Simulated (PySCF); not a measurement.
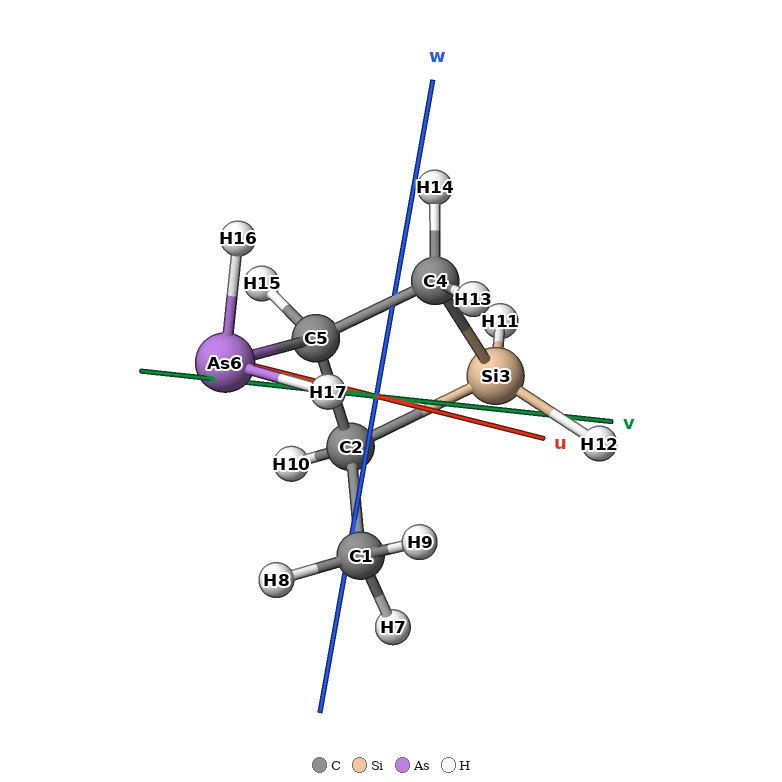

The lines u, v and w are the principal axes of the static dipole polarisability. The computed structure is the end point of a GFN2-xTB optimisation. No frequency run is at hand to confirm it as a minimum. Level of theory: PBE0/def2-SVPD (PySCF 2.14.0).

Question: Along which axis is the molecule most polarisable, and along which least?

Answer: Most along v (close to the long direction Si3···As6), least along u.

Question: Give the three principal values.

Answer: u 87.4, v 129.6, w 98.3 bohr³; mean 105.1, anisotropy 37.9 bohr³.

The geometry is semi-empirical. Around As, Si such bond lengths and angles can be off by a tenth of an ångström or more and by several degrees, and values that hang on the shape move with them.
